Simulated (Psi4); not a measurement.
# MP2/cc-pwCVTZ (density fitting, density fitting for correlation, sweep point 5) run of HNO2 (nitrous acid)

What is the vertical electron affinity of HNO2 (nitrous acid) at MP2/cc-pwCVTZ (density fitting, density fitting for correlation, sweep point 5)? 

The results are computed with Psi4 1.11.

**1. The molecule**

The species is HNO2 (4 atoms), meant as a singlet with charge 0. SMILES: `O=NO`. Geometry: relaxed at GFN2-xTB.

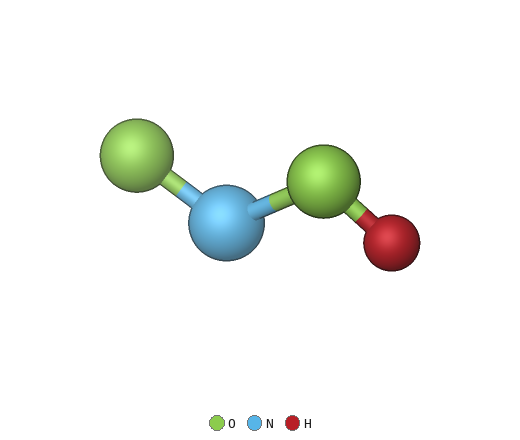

The structure, seen from a chosen angle (oxygen green, nitrogen blue, hydrogen red).

**2. The energy at MP2/cc-pwCVTZ (density fitting, density fitting for correlation, sweep point 5)**

calc.inp reads:

```
memory 1600 mb

molecule molecule1 {
  O      0.80256669     0.08634159     2.78037294
  N      0.60340845    -0.77747112     0.73185313
  O     -0.67514245     0.78595599    -0.95499199
  H     -0.73081378    -0.09482646    -2.55723408
  units bohr
  symmetry c1
}

set basis cc-pwCVTZ
set reference rhf
set puream true
set scf_type df
set num_frozen_docc 0

result, w = energy("mp2", return_wfn=True)
print_variables()
```

On the command line:

```sh
psi4 -n 1 calc.inp calc.out
```

calc.out:

```text
[...]
  Running in c1 symmetry.
[...]
  Nuclear repulsion =   69.815417200840841
[...]
  Multiplicity = 1
[...]
  Nalpha       = 12
  Nbeta        = 12
[...]
    Number of basis functions: 143
[...]
   @DF-RHF iter   1:  -204.62860632104790   -7.23395e-01   3.45673e-03 DIIS/ADIIS
[...]
   @DF-RHF iter  13:  -204.72129426366848   -1.08855e-11   3.52809e-09 DIIS
[...]
    Orbital Energies [Eh]
    ---------------------
    Doubly Occupied:
       1A    -20.651499     2A    -20.640117     3A    -15.787927
       4A     -1.594673     5A     -1.409434     6A     -0.949440
       7A     -0.786451     8A     -0.726868     9A     -0.680364
      10A     -0.617393    11A     -0.524827    12A     -0.453959
[...]
  @DF-RHF Final Energy:  -204.72129426366848
   => Energetics <=
    Nuclear Repulsion Energy =             69.8154172008408409
    One-Electron Energy =                -419.4275179264860753
    Two-Electron Energy =                 144.8908064619767515
    Total Energy =                       -204.7212942636684829
[...]
 Multipole Moments:
 ------------------------------------------------------------------------------------
     Multipole            Electronic (a.u.)      Nuclear  (a.u.)        Total (a.u.)
 ------------------------------------------------------------------------------------
 L = 1.  Multiply by 2.5417464519 to convert [e a0] to [Debye]
 Dipole X            :          0.3648965           -0.4668098           -0.1019133
 Dipole Y            :         -0.2830706           -0.0751991           -0.3582696
 Dipole Z            :          0.7443400           -1.6570138           -0.9126738
 Magnitude           :                                                    0.9857571
[...]
```

It took 4.5 s on 1 thread of AMD EPYC 7R43 (Zen 3), shared host; peak memory 0.26 GiB.

**3. The doublet anion at the same level**

input.in reads:

```
memory 1600 mb

molecule m {
  -1 2
  O      0.80256669     0.08634159     2.78037294
  N      0.60340845    -0.77747112     0.73185313
  O     -0.67514245     0.78595599    -0.95499199
  H     -0.73081378    -0.09482646    -2.55723408
  units bohr
  symmetry c1
}

set {
  basis           cc-pwCVTZ
  reference       uhf
  puream          true
  scf_type        df
  num_frozen_docc 0
  maxiter         100
}

energy("mp2")
```

On the command line:

```sh
psi4 input.in input.out -n 1
```

input.out:

```text
[...]
  Running in c1 symmetry.
[...]
  Nuclear repulsion =   69.815417200840841
[...]
  Multiplicity = 2
[...]
  Nalpha       = 13
  Nbeta        = 12
[...]
    Number of basis functions: 143
[...]
   @DF-UHF iter   1:  -204.57022161980137   -6.65010e-01   3.63630e-03 DIIS/ADIIS
[...]
   @DF-UHF iter  15:  -204.68720868584455   -5.94014e-12   5.00020e-09 DIIS
[...]
   @S^2 Observed:                7.667981774E-01
[...]
    Orbital Energies [Eh]
    ---------------------
    Alpha Occupied:
       1A    -20.321408     2A    -20.250560     3A    -15.361469
       4A     -1.246682     5A     -1.088860     6A     -0.642709
       7A     -0.454417     8A     -0.433530     9A     -0.389024
      10A     -0.280229    11A     -0.269811    12A     -0.112400
      13A     -0.036943
    Alpha Virtual:
      14A      0.342513    15A      0.631477    16A      0.681284
      17A      0.795176    18A      0.856196    19A      0.869295
      20A      0.894844    21A      0.971007    22A      1.005815
      23A      1.037100    24A      1.066454    25A      1.071009
[...]
  @DF-UHF Final Energy:  -204.68720868584455
   => Energetics <=
    Nuclear Repulsion Energy =             69.8154172008408409
    One-Electron Energy =                -427.7343182551515497
    Two-Electron Energy =                 153.2316923684661560
    Total Energy =                       -204.6872086858445527
  UHF NO Occupations:
  HONO-2 :   11  A 1.9973198
  HONO-1 :   12  A 1.9954463
[...]
 Multipole Moments:
 ------------------------------------------------------------------------------------
     Multipole            Electronic (a.u.)      Nuclear  (a.u.)        Total (a.u.)
 ------------------------------------------------------------------------------------
 L = 1.  Multiply by 2.5417464519 to convert [e a0] to [Debye]
 Dipole X            :          0.2080185           -0.4668098           -0.2587913
 Dipole Y            :         -0.0313707           -0.0751991           -0.1065697
 Dipole Z            :          0.6338254           -1.6570138           -1.0231884
 Magnitude           :                                                    1.0607754
[...]
```

It took 5.1 s on 1 thread of AMD EPYC 7R43 (Zen 3), shared host; peak memory 0.27 GiB.

**4. Summary of results**

Level: MP2/cc-pwCVTZ (density fitting, density fitting for correlation, sweep point 5).

| quantity | value |
| --- | --- |
| singlet HNO2: total energy | -205.56585 Eh |
| singlet HNO2: HOMO energy (Hartree–Fock orbitals) | -12.35 eV |
| singlet HNO2: LUMO energy (Hartree–Fock orbitals) | 2.74 eV |
| singlet HNO2: HOMO–LUMO gap (Hartree–Fock orbitals) | 15.10 eV |
| singlet HNO2: correlation energy | -844.6 mEh |
| doublet anion: total energy | -205.51970 Eh |
| doublet anion: HOMO energy (Hartree–Fock orbitals) (highest over α and β) | -1.01 eV |
| doublet anion: LUMO energy (Hartree–Fock orbitals) (lowest over α and β) | 9.32 eV |
| doublet anion: correlation energy | -832.5 mEh |
| doublet anion: ⟨S²⟩ of the reference determinant | 0.767 |
| vertical electron affinity (to the doublet anion) | -1.256 eV |

**Reading.** The anion lies 1.26 eV (121 kJ/mol) above the neutral: the electron isn't bound at this level, and such a value depends on the basis. Without diffuse functions anions come out too high.
